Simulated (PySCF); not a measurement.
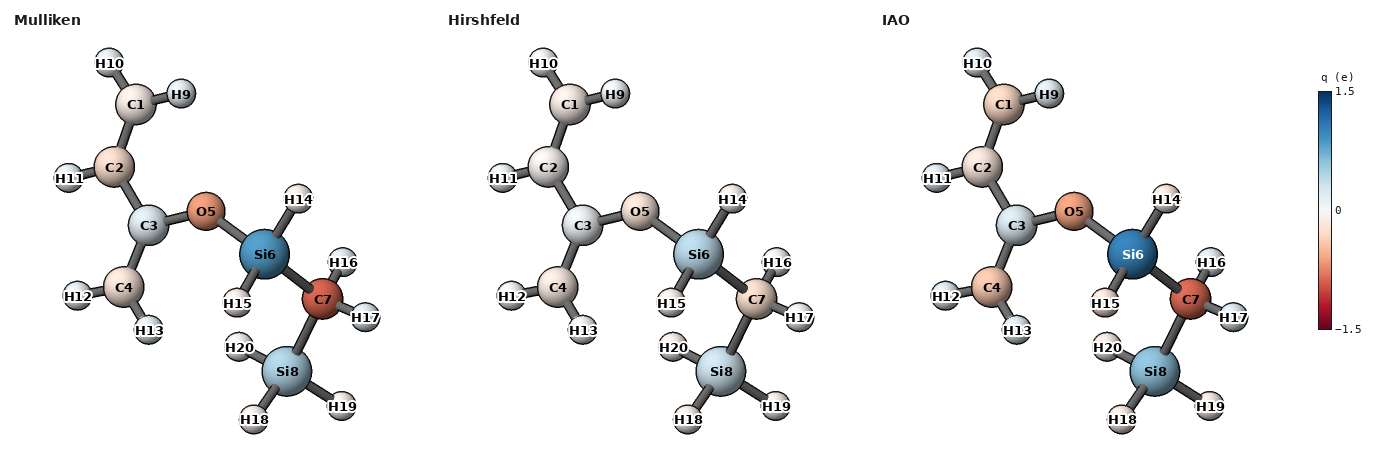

Atomic charges of one calculation by 3 schemes, on one colour scale. Computed geometry: GFN2-xTB optimisation. No frequency run is at hand to confirm it as a minimum. Computed with PBE0/pcSseg-1 (PySCF 2.14.0).

Question: Which scheme gives the most polar picture (largest mean size of the charges)?

Answer: The IAO charges are the largest in size here, and the Hirshfeld charges the smallest.

Question: On which atom do the schemes disagree most?

Answer: On C7 (from −0.87 to −0.25 e).

List the charges (e), one line for each set of equivalent atoms.

```json
{"atom": "C1", "Mulliken": "−0.10", "Hirshfeld": "−0.10", "IAO": "−0.30"}
{"atom": "C2", "Mulliken": "−0.25", "Hirshfeld": "−0.06", "IAO": "−0.16"}
{"atom": "C3", "Mulliken": "0.20", "Hirshfeld": "0.08", "IAO": "0.22"}
{"atom": "C4", "Mulliken": "−0.18", "Hirshfeld": "−0.14", "IAO": "−0.40"}
{"atom": "O5", "Mulliken": "−0.63", "Hirshfeld": "−0.18", "IAO": "−0.59"}
{"atom": "Si6", "Mulliken": "0.84", "Hirshfeld": "0.41", "IAO": "1.01"}
{"atom": "C7", "Mulliken": "−0.87", "Hirshfeld": "−0.25", "IAO": "−0.85"}
{"atom": "Si8", "Mulliken": "0.46", "Hirshfeld": "0.31", "IAO": "0.60"}
{"atom": "H9", "Mulliken": "0.13", "Hirshfeld": "0.04", "IAO": "0.16"}
{"atom": "H10", "Mulliken": "0.12", "Hirshfeld": "0.05", "IAO": "0.16"}
{"atom": "H11", "Mulliken": "0.10", "Hirshfeld": "0.05", "IAO": "0.15"}
{"atom": "H12", "Mulliken": "0.12", "Hirshfeld": "0.05", "IAO": "0.16"}
{"atom": "H13", "Mulliken": "0.14", "Hirshfeld": "0.04", "IAO": "0.15"}
{"atom": "H14", "Mulliken": "−0.10", "Hirshfeld": "−0.08", "IAO": "−0.13"}
{"atom": "H15", "Mulliken": "−0.09", "Hirshfeld": "−0.08", "IAO": "−0.15"}
{"atom": "H16", "Mulliken": "0.18", "Hirshfeld": "0.05", "IAO": "0.17"}
{"atom": "H17", "Mulliken": "0.17", "Hirshfeld": "0.05", "IAO": "0.17"}
{"atom": "H18", "Mulliken": "−0.08", "Hirshfeld": "−0.08", "IAO": "−0.12"}
{"atom": "H19", "Mulliken": "−0.08", "Hirshfeld": "−0.08", "IAO": "−0.12"}
{"atom": "H20", "Mulliken": "−0.05", "Hirshfeld": "−0.08", "IAO": "−0.11"}
```

The geometry is semi-empirical. Around Si such bond lengths and angles can be off by a tenth of an ångström or more and by several degrees, and values that hang on the shape move with them.
